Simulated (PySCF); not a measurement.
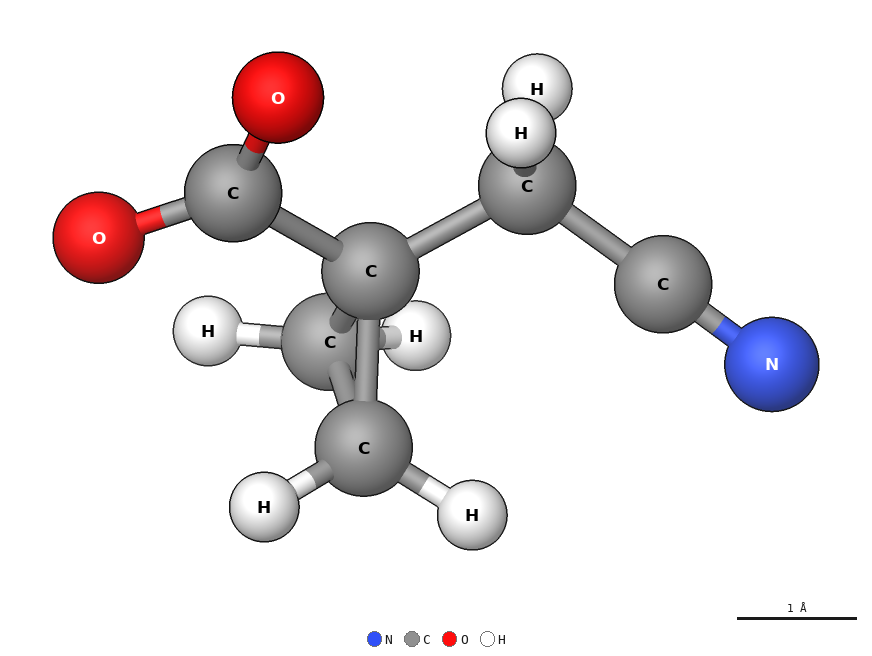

Ball-and-stick drawing of a structure. Every bond is drawn as one stick, whatever its order.

Charge −1, singlet. The computed structure is the end point of a GFN2-xTB optimisation. No frequency run is at hand to confirm it as a minimum.

> What is the molecular formula?

C6H6NO2(-), 15 atoms: 6 carbon, 6 hydrogen, 1 nitrogen and 2 oxygen.

> Name functional groups in it.

Among them: nitrile.

> Does it have rings?

Independent rings (smallest set): 1 of 3 members.

> Give the symmetry (Schoenflies symbol).

C1.

The parts below concern this one geometry. Atoms keep their numbers from picture to picture.

### Shape

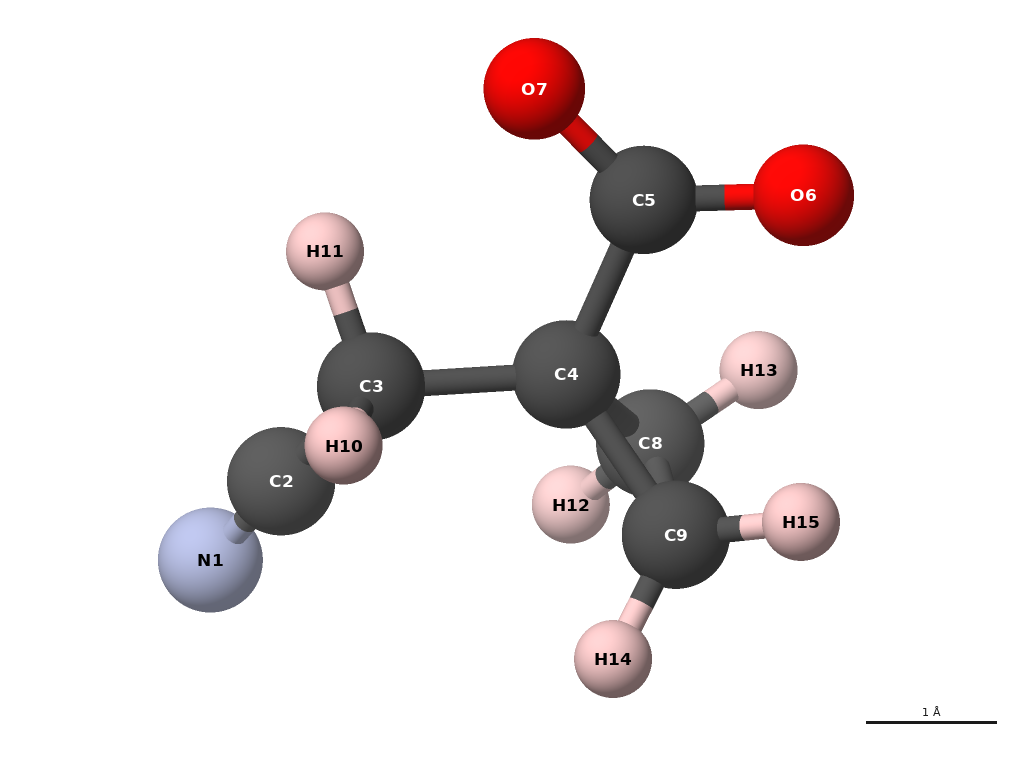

Atoms carry their numbers in the input. No frequency run is at hand to confirm it as a minimum.

Estimate the angles N1–C2–C3, C2–C3–C4, C3–C4–C8, C4–C3–H10, C4–C5–O6, C4–C5–O7, C4–C9–C8, C4–C9–H14, C5–C4–C9, C8–C4–C9, C8–C9–H14, C8–C9–H15.

| angle | degrees |
| --- | --- |
| N1–C2–C3 | 178.8 |
| C2–C3–C4 | 114.5 |
| C3–C4–C8 | 121.3 |
| C4–C3–H10 | 109.9 |
| C4–C5–O6 | 115.1 |
| C4–C5–O7 | 114.7 |
| C4–C9–C8 | 60.2 |
| C4–C9–H14 | 118.9 |
| C5–C4–C9 | 118.3 |
| C8–C4–C9 | 59.8 |
| C8–C9–H14 | 118.4 |
| C8–C9–H15 | 117.4 |

### Electronic properties

No frequency run is at hand to confirm it as a minimum. Method: PBE0/def2-SVPD, gas phase (PySCF 2.14.0).

Predict the main results.

- HOMO energy (Kohn–Sham orbital): −2.28 eV
- mean static polarisability: 85.9 bohr³

### Charges

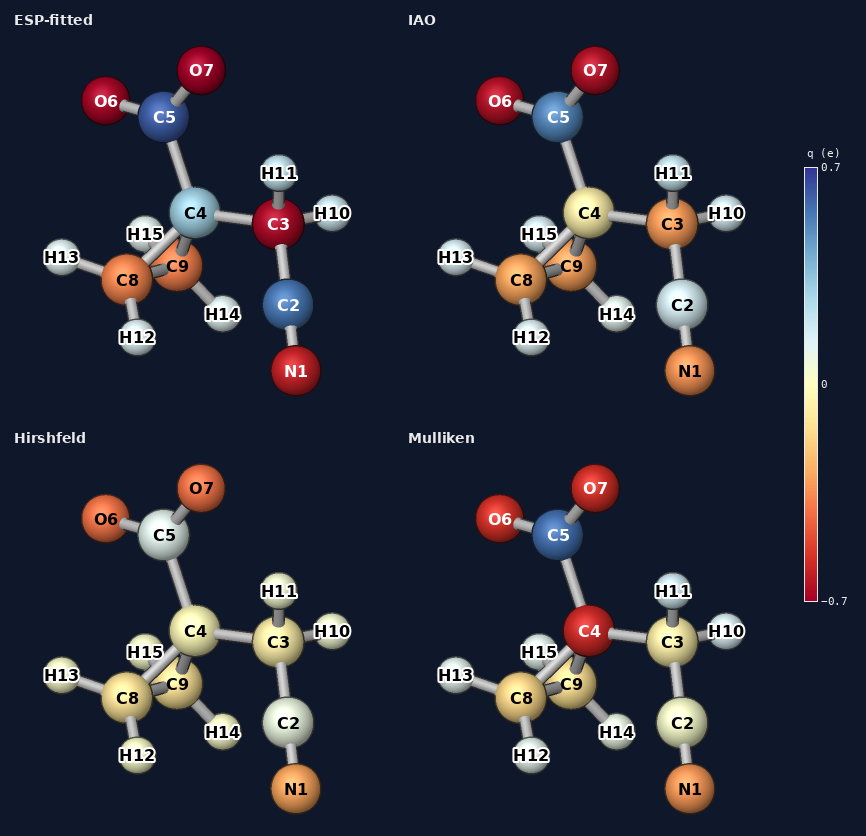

Atomic charges of one calculation by 4 schemes, on one colour scale. No frequency run is at hand to confirm it as a minimum. Computed with PBE0/pcSseg-1 (PySCF 2.14.0).

> Which scheme gives the most polar picture (largest mean size of the charges)?

The ESP-fitted charges are the largest in size here, and the Hirshfeld charges the smallest.

> On which atom do the schemes disagree most?

On C4 (from −0.58 to 0.30 e).

List the charges (e), one line for each set of equivalent atoms.

| atom | ESP-fitted | IAO | Hirshfeld | Mulliken |
| --- | --- | --- | --- | --- |
| N1 | −0.60 | −0.33 | −0.29 | −0.32 |
| C2 | 0.55 | 0.16 | 0.08 | 0.03 |
| C3 | −0.67 | −0.31 | −0.06 | −0.06 |
| C4 | 0.30 | −0.06 | −0.02 | −0.58 |
| C5 | 0.61 | 0.51 | 0.12 | 0.57 |
| O6 | −0.68 | −0.65 | −0.40 | −0.56 |
| O7 | −0.70 | −0.65 | −0.40 | −0.56 |
| C8 | −0.36 | −0.30 | −0.11 | −0.16 |
| C9 | −0.37 | −0.30 | −0.12 | −0.13 |
| H10 | 0.19 | 0.16 | 0.05 | 0.14 |
| H11 | 0.21 | 0.20 | 0.04 | 0.18 |
| H12 | 0.13 | 0.13 | 0.02 | 0.11 |
| H13 | 0.13 | 0.15 | 0.03 | 0.12 |
| H14 | 0.13 | 0.12 | 0.02 | 0.09 |
| H15 | 0.12 | 0.15 | 0.03 | 0.12 |

### NMR shielding

The questions are on isotropic NMR shieldings of the C atoms. No frequency run is at hand to confirm it as a minimum. Level of theory: GIAO PBE0/pcSseg-1 NMR shielding, non-relativistic, gas phase (PySCF 2.14.0).

> Which C atom is the most shielded (lowest chemical shift)?

C9 (176.6 ppm).

> Which C atom is the least shielded (highest chemical shift)?

C5 (17.3 ppm).

> How wide is the range of C shifts?

159.3 ppm.

Give the isotropic NMR shieldings of the C atoms atom by atom.

| atom | σ (ppm) |
| --- | --- |
| C2 | 57.0 |
| C3 | 165.5 |
| C4 | 164.3 |
| C5 | 17.3 |
| C8 | 173.3 |
| C9 | 176.6 |

### Bond orders

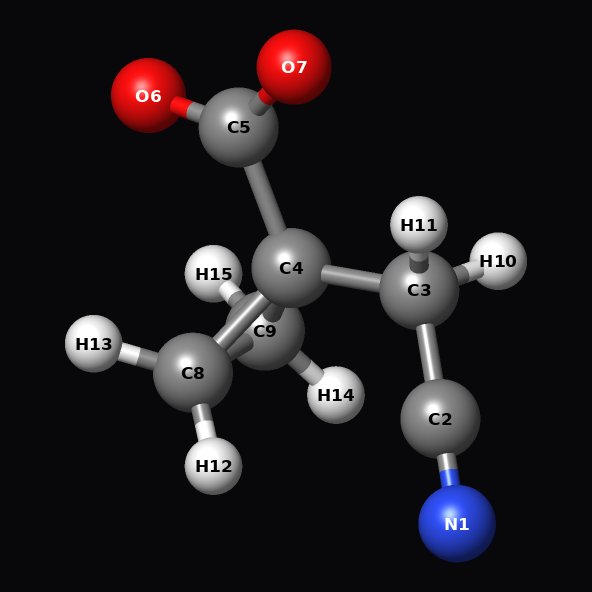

Every bond is drawn as one stick. No frequency run is at hand to confirm it as a minimum. Method: PBE0/pcSseg-1 (PySCF 2.14.0).

> Which bond between heavy atoms has the highest Mayer bond order?

N1–C2, 3.04, at a length of 1.149 Å.

> Which bond between heavy atoms has the lowest Mayer bond order?

C4–C5, 0.80, at 1.584 Å.

List the Mayer bond orders of N1–C2, C2–C3, C3–C4, C4–C5, C4–C8, C4–C9, C5–O6, C5–O7, C8–C9 (bonds between heavy atoms, one of each equivalent set).

```
 bond  Mayer order  length (Å)
N1–C2         3.04       1.149
C2–C3         1.02       1.425
C3–C4         0.99       1.523
C4–C5         0.80       1.584
C4–C8         0.95       1.502
C4–C9         0.92       1.499
C5–O6         1.76       1.233
C5–O7         1.73       1.239
C8–C9         0.99       1.497
```

Mulliken values depend strongly on the basis set and can even reverse the polarity of a bond.
